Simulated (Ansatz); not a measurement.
## Lu (hcp, Mg type): energy against volume

Lu (hcp, Mg type)

```cif
data_Lu2
_chemical_formula_sum 'Lu2'
_space_group_name_H-M_alt 'P 1'
_space_group_IT_number 1
_cell_length_a 3.50708
_cell_length_b 3.50708
_cell_length_c 5.46208
_cell_angle_alpha 90.000
_cell_angle_beta 90.000
_cell_angle_gamma 120.000
loop_
_space_group_symop_operation_xyz
  'x, y, z'
loop_
_atom_site_label
_atom_site_type_symbol
_atom_site_fract_x
_atom_site_fract_y
_atom_site_fract_z
_atom_site_occupancy
Lu1 Lu 0.33333 0.66667 0.75000 1
Lu2 Lu 0.66667 0.33333 0.25000 1
```

Equation-of-state scan: isotropic scaling of the cell above, V₀ being its volume. Symmetry pins the atoms to their sites.

Level of theory: PBE (plane waves to 420 eV, PAW, scalar-relativistic; Ansatz, a quantum-chemistry and plane-wave program). k mesh 15×15×9 (Γ-centred), Fermi-Dirac smearing 0.05 eV. Energies are smeared free energies. With the shape held, the modulus is that of even scaling; a crystal free to change shape is softer. Lu is run without spin polarisation. Lu was relaxed with its symmetry unable to fall. ΔE is measured from the relaxed starting cell.

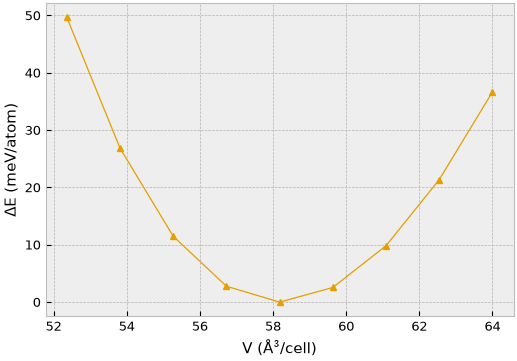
Figure. ΔE (meV/atom) against V (Å³/cell); computed points joined by lines.

The energy cost of the largest compression is 50 meV/atom. The equilibrium volume of the fit comes out as 29.09 Å³/atom and the bulk modulus at fixed cell shape B₀ (third-order Birch-Murnaghan fit) is 46.7 GPa. The energy cost of the largest expansion comes out as 37 meV/atom and the pressure for 5 % compression (fit) is 2.6 GPa.

P = (3B₀/2)(x⁷ − x⁵)[1 + ¾(B₀′ − 4)(x² − 1)] with x = (1/0.95)^(1/3), B₀ = 46.7 GPa and B₀′ = 3.51.

(Under strain, the slope of the energy per volume gives the stress and its curvature an elastic modulus.)
